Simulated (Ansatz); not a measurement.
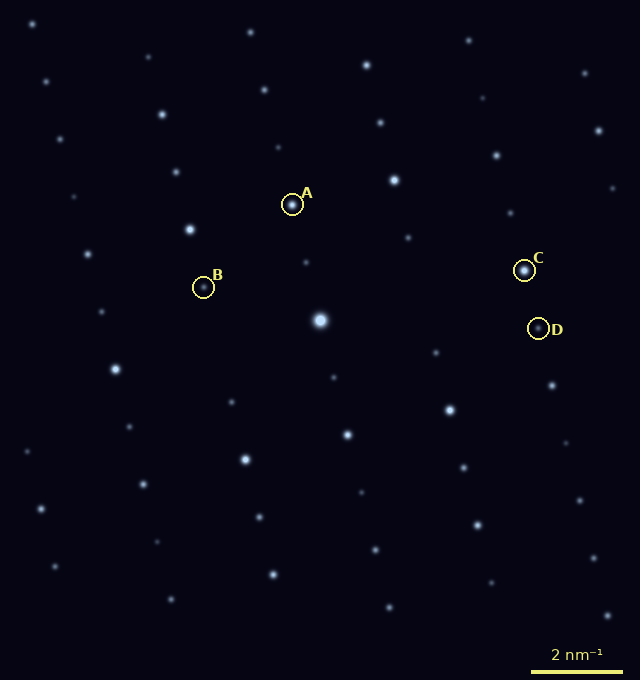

Simulated selected-area electron diffraction pattern (200 kV, kinematic approximation, thin crystal, B = 0.5 Å² for all atoms). The zone axis points towards the electron source and the pattern is seen from the source side.

The sample is CaBiO, space group P4/nmm (No. 129), a = 4.294 Å, c = 7.630 Å. Structure: coordinates from a relaxation with Ansatz 0.2.0, DFT, PAW plane waves, pbe; the starting structure was generated, so it need not be a known form of this composition.

```
Bi O Ca
1.0
     4.29443    0.00000    0.00000
     0.00000    4.29443    0.00000
     0.00000    0.00000    7.63021
Bi O Ca
2 2 2
Cartesian
  0.0000 2.1472 3.1626
  2.1472 0.0000 4.4676
  0.0000 0.0000 0.0000
  2.1472 2.1472 0.0000
  0.0000 2.1472 6.9373
  2.1472 0.0000 0.6929
```

Spot A is indexed 0 0 -2 and spot B 0 1 -1.

Give hkl for C, D.

Answer. C = A − 2B = 0 -2 0 (d = 2.147 Å). D = (1/2)A − 2B = 0 -2 1 (d = 2.067 Å).

Which zone axis is this?

Answer. The cross product of A and B is parallel to [100]; every spot obeys hu + kv + lw = 0.
